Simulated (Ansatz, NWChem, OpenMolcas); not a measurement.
How methods differ on GeS (germanium sulfide)

GeS: 2 atoms, total charge 0, spin state singlet. SMILES: `[S+]#[Ge-]`. The bond length is the measured one.

```xyz
2

S     0.0000    0.0000    0.0000
Ge    0.0000    0.0000    2.0121
```

Quantity: the atomisation enthalpy at 298 K, in kJ/mol. The values are calculated. The thermal term (zero-point and 298 K enthalpy, harmonic and unscaled) is that of wB97M-V/def2-TZVPD; the spin-orbit lowering of the free atoms at 298 K, 12.3 kJ/mol by their spectra, is taken off.

**The experiment to reproduce.** CRC Handbook of Chemistry and Physics; in doubt, as an older value, an estimate or one at odds with other calculations gives the atomisation enthalpy at 298 K of the gas as 557 kJ/mol.

```tsv
level	kind	program	value (kJ/mol)	computed − measured
HF/aug-cc-pVTZ	Hartree–Fock	OpenMolcas	298	-259
PBE/aug-cc-pVTZ	GGA	OpenMolcas	560	+3
M06-L/aug-cc-pVTZ	meta-GGA	NWChem	579	+22
PBE0/aug-cc-pVTZ	global hybrid	OpenMolcas	529	-28
wB97X/aug-cc-pVTZ	range-separated hybrid	Ansatz	544	-13
B2PLYP/aug-cc-pVTZ	double hybrid	Ansatz	536	-21
RPA@PBE/aug-cc-pVTZ	RPA	Ansatz	493	-64
CCSD/aug-cc-pVTZ	coupled cluster or CI	Ansatz	496	-61
FCI/STO-3G	exact in the basis	Ansatz	605	+48
```

Nearest: PBE/aug-cc-pVTZ (+3 kJ/mol); farthest: HF/aug-cc-pVTZ (-259 kJ/mol). Computed less measured by kind, in kJ/mol (of the ab initio rows, those in aug-cc-pVTZ): Hartree–Fock -259; GGA +3; meta-GGA +22; global hybrid -28; range-separated hybrid -13; double hybrid -21; RPA -64; coupled cluster or CI -61. Wave-function methods converge slowly with the basis and bind too weakly in sets of this size; that is part of their error here. The measured heats of formation of B, Si, Al and metal atoms are uncertain by some kJ/mol each. All-electron rows without a relativistic Hamiltonian named are non-relativistic. High-level rows in very small sets aren't better than simpler rows in larger ones. In the correlated wave-function rows the outer d shell of Ge is correlated, in sets not made for it.

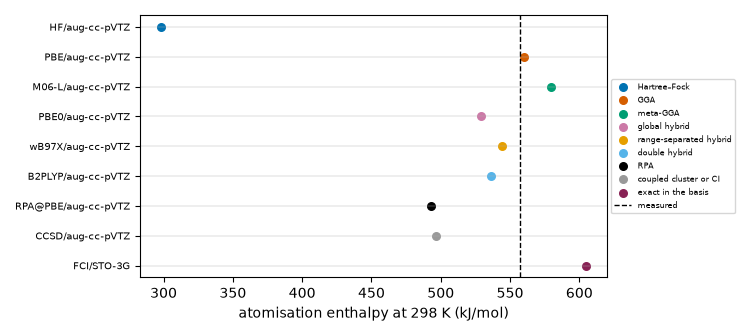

The values of the table, level by level.
